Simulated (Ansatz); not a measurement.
# GeH4N: ladder of basis sets in Python

How does the energy of GeH4N converge with the basis? A script is to give a ladder of basis sets; the system is GeH4N. SMILES: [NH][GeH3].

Computed with the Python package of Ansatz 0.2.0. The levels of theory stand in the script.

### 1 The structure

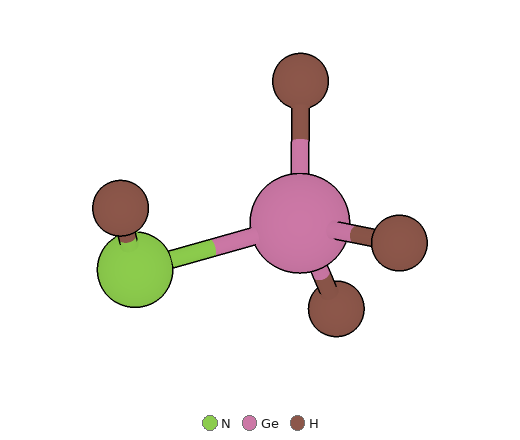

The starting structure, viewed from a chosen angle; nitrogen green, germanium pink, hydrogen brown.

The script holds or builds the structure itself.

### 2 The script

The input, basis.py:

```python
'''How the energy of GeH4N converges with the basis.'''

from dataclasses import dataclass

import ansatz as az
from ase import Atoms


@dataclass(frozen=True)
class RunConfig:
    functional: str = 'pbe0'


cfg = RunConfig()

atoms = Atoms(['N', 'Ge', 'H', 'H', 'H', 'H'], positions=[
    (0.4764, -1.3558, 0.4998),
    (-0.2746, 0.2457, -0.2581),
    (1.1569, -1.015, 1.1252),
    (-1.339, -0.1047, -1.2434),
    (0.85, 0.9949, -1.0386),
    (-0.8277, 1.1709, 0.8689),
])
molecule = az.Crystal.molecule_from_ase(atoms)

calc = molecule.calculation().functional(cfg.functional).spin('collinear', total=1)

energies = {}
for basis in ['cc-pVDZ', 'cc-pVTZ']:
    report = calc.basis(gaussian=basis).run(threads=1, backend='cpu').report
    size = report['n_frozen'] + report['n_occupied'][0] + report['n_virtual'][0]
    energies[basis] = (report['reference_energy_ev'] / 27.211386246, report['free_energy_ev'] / 27.211386246)
    print(f'{basis:14s} {size:4d} orbitals  reference {energies[basis][0]:14.6f} Ha  total {energies[basis][1]:14.6f} Ha')

last = energies['cc-pVTZ'][1]
for basis, (_, total) in energies.items():
    print(f'{basis:14s} lies {27.211386 * (total - last):9.4f} eV above cc-pVTZ')
```

### 3 The run

Run with:

```
python basis.py
```

Log:

```text
cc-pVDZ          61 orbitals  reference   -2133.715362 Ha  total   -2133.715362 Ha
cc-pVTZ         129 orbitals  reference   -2133.808053 Ha  total   -2133.808053 Ha
cc-pVDZ        lies    2.5223 eV above cc-pVTZ
cc-pVTZ        lies    0.0000 eV above cc-pVTZ
```

It took 8.9 s on 1 thread of Arm Neoverse V1, shared host; peak memory 0.35 GiB.

Lines on the test bed's own set-up are left out of the output.

### 4 What each run gave

The 2 runs, in the order started:

```csv
run,basis,energy (eV),<S²>,SCF cycles,CPU time (s)
1,cc-pVDZ,-58061.3529,0.75,21,2.8
2,cc-pVTZ,-58063.8751,0.75,24,5.6
```

### 5 Summary of results

```
     quantity  value
runs compared      2
```

What this shows: Against cc-pVDZ: cc-pVTZ -92.7 mHa. The last step alone is -92.69 mHa. From the first set to the last the time grows from 2.8 to 5.6 s. Caveats:
- The geometry is a force-field or estimated start, not a minimum of this method, and the last set is no limit. Much of the fall in a total is atomic energy, which cancels in bond and reaction energies.
- The species is open-shell (spin multiplicity 2).
